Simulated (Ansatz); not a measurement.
# U-r2SCAN/def2-SVP run of CH2F3Si (SMILES [CH2][Si](F)(F)F)

What is the electronic atomisation energy of CH2F3Si at U-r2SCAN/def2-SVP? 

The calculation is run with Ansatz 0.2.0.

64 further runs of the same task are left out: 64 set aside as unsound or not needed.

### Step 1. The structure to begin with

CH2F3Si: 7 atoms, total charge 0, spin state doublet. SMILES: `[CH2][Si](F)(F)F`. Geometry: relaxed at PBE0-D4/def2-TZVP.

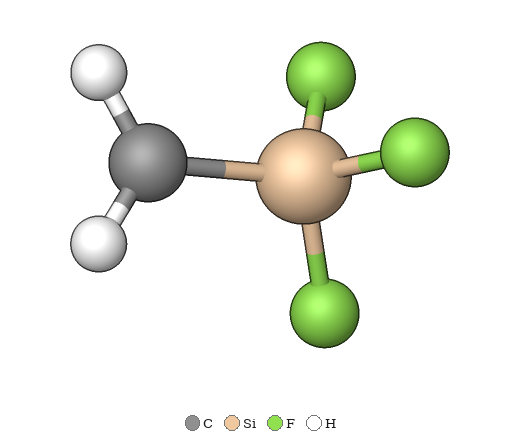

The structure, seen from a chosen angle (carbon grey, silicon light orange, fluorine green, hydrogen white).

### Step 2. The energy at U-r2SCAN/def2-SVP

molecule.yaml reads:

```yaml
basis:
  gaussian: {orbitals: def2-SVP}
crystal:
  periodic: [false, false, false]
  atoms:
    - {symbol: C, position_ang: [-0.691800, 0.401700, 0.763500]}
    - {symbol: Si, position_ang: [0.442900, -0.260900, -0.483500]}
    - {symbol: F, position_ang: [0.009400, 0.178500, -1.934200]}
    - {symbol: F, position_ang: [0.495400, -1.838000, -0.481100]}
    - {symbol: F, position_ang: [1.916900, 0.241300, -0.236600]}
    - {symbol: H, position_ang: [-1.731100, 0.616200, 0.542200]}
    - {symbol: H, position_ang: [-0.380400, 0.593100, 1.784100]}
total_charge: 0
accuracy: high
hamiltonian: {xc: {name: r2SCAN}}
magnetization: {spin_polarized: true, initial_magnetization: 1}
output: {orbitals: {seedname: orbitals}}
```

Run with:

```sh
$ ansatz run molecule.yaml --threads 1 --pin off --max-ram 3480MiB --events-out events.jsonl --progress --plain --runs-dir runs
```

What it wrote:

```text
Warning: RAYON_NUM_THREADS=1 ignored (pool sized by the plan → 1); use --threads N
Functional definition: r2SCAN
  name "r2SCAN"
  parameter k0 = 0.174
  parameter k1 = 0.065
  parameter a1 = 4.9479
  exchange = r2scan_x(k0 = k0, k1 = k1, a1 = a1)
  correlation = r2scan_c
1745 factors; integrals over basis functions are off by at most 4.0e-9 eV
mean field evaluation 1: about -17081.7213 eV, gradient 3.9e1 eV
mean field evaluation 2: about -17077.8031 eV, gradient 5.3e1 eV
mean field evaluation 4: about -17087.0630 eV, gradient 1.2e0 eV
mean field evaluation 8: about -17087.0729 eV, gradient 5.7e-2 eV
mean field evaluation 16: about -17087.0729 eV, gradient 1.9e-5 eV
mean field -17087.07288458 eV, -627.9383464745 hartree, gradient 6.3e-8 eV, S^2 0.754949; 0 other end points of the search recorded, 0 dependent functions left out
reference -17087.07288616 eV, -627.9383465324 hartree; 25, 24 occupied and 59, 60 virtual orbitals, 1745 factors
Total energy: -17087.07288616 eV, -627.9383465324 hartree
```

Run time: 17 s. Hardware: 1 thread of Arm Neoverse V2, shared host; peak memory 0.39 GiB.

### Step 3. The C atom at the same level

input.yaml reads:

```yaml
basis:
  gaussian:
    orbitals: def2-SVP
crystal:
  periodic: [false, false, false]
  atoms:
    - {symbol: C, position_ang: [0.000000, 0.000000, 0.000000]}
magnetization:
  spin_polarized: true
  initial_magnetization: 2
hamiltonian:
  xc: r2scan
accuracy: high
```

Run the same way, it converges to -37.78739 Eh (log not shown).

### Step 4. The F atom

in.yaml reads:

```yaml
crystal:
  periodic: [false, false, false]
  atoms:
    - {symbol: F, position_ang: [0.000000, 0.000000, 0.000000]}
basis:
  gaussian:
    orbitals: def2-SVP
magnetization:
  spin_polarized: true
  initial_magnetization: 1
hamiltonian:
  xc: {name: r2SCAN}
accuracy: high
```

Run with:

```sh
$ ansatz run in.yaml --threads 1 --pin off --max-ram 3480MiB --events-out events.jsonl --progress --plain --runs-dir runs
```

What it wrote:

```text
Warning: RAYON_NUM_THREADS=1 ignored (pool sized by the plan → 1); use --threads N
Functional definition: r2SCAN
  name "r2SCAN"
  parameter k0 = 0.174
  parameter k1 = 0.065
  parameter a1 = 4.9479
  exchange = r2scan_x(k0 = k0, k1 = k1, a1 = a1)
  correlation = r2scan_c
95 factors; integrals over basis functions are off by at most 1.3e-9 eV
mean field evaluation 1: about -2710.1235 eV, gradient 5.9e0 eV
mean field evaluation 2: about -2710.1903 eV, gradient 3.1e0 eV
mean field evaluation 4: about -2710.2192 eV, gradient 9.1e-3 eV
mean field evaluation 8: about -2710.2207 eV, gradient 2.8e-4 eV
mean field evaluation 16: about -2710.2207 eV, gradient 1.7e-9 eV
mean field -2710.22069013 eV, -99.5987733089 hartree, gradient 1.7e-9 eV, S^2 0.751472; 0 other end points of the search recorded, 0 dependent functions left out
reference -2710.22069024 eV, -99.5987733128 hartree; 5, 4 occupied and 9, 10 virtual orbitals, 95 factors
Total energy: -2710.22069024 eV, -99.5987733128 hartree
```

It took 0.8 s on 1 thread of Arm Neoverse V2, shared host; peak memory 0.097 GiB.

### Step 5. The H atom

Edit in.yaml of step 4 so:

```diff
@@ -3,3 +3,3 @@
   atoms:
-    - {symbol: F, position_ang: [0.000000, 0.000000, 0.000000]}
+    - {symbol: H, position_ang: [0.000000, 0.000000, 0.000000]}
 basis:
```

Run the same way, it converges to -0.49921 Eh (log not shown).

### Step 6. The Si atom at the same level

job.yaml reads:

```yaml
crystal:
  periodic: [false, false, false]
  atoms:
    - {symbol: Si, position_ang: [0.000000, 0.000000, 0.000000]}
basis:
  gaussian: {orbitals: def2-SVP}
magnetization: {spin_polarized: true, initial_magnetization: 2}
hamiltonian: {xc: {name: r2SCAN}}
accuracy: high
```

Run the same way, it converges to -289.24480 Eh (log not shown).

### Step 7. Outcome

At U-r2SCAN/def2-SVP:

| quantity | value |
| --- | --- |
| molecule: total energy | -627.93835 Eh |
| molecule: HOMO energy (highest over α and β) | -7.16 eV |
| molecule: LUMO energy (lowest over α and β) | -3.69 eV |
| molecule: ⟨S²⟩ | 0.755 |
| C atom: total energy | -37.78739 Eh |
| C atom: ⟨S²⟩ | 2.005 |
| F atom: total energy | -99.59877 Eh |
| F atom: ⟨S²⟩ | 0.751 |
| H atom: total energy | -0.49921 Eh |
| H atom: ⟨S²⟩ | 0.750 |
| Si atom: total energy | -289.24480 Eh |
| Si atom: ⟨S²⟩ | 2.006 |
| electronic atomisation energy | 30.243 eV |

Taking the molecule apart into free atoms costs 30.24 eV (2918 kJ/mol), before zero-point energy and without spin-orbit coupling.
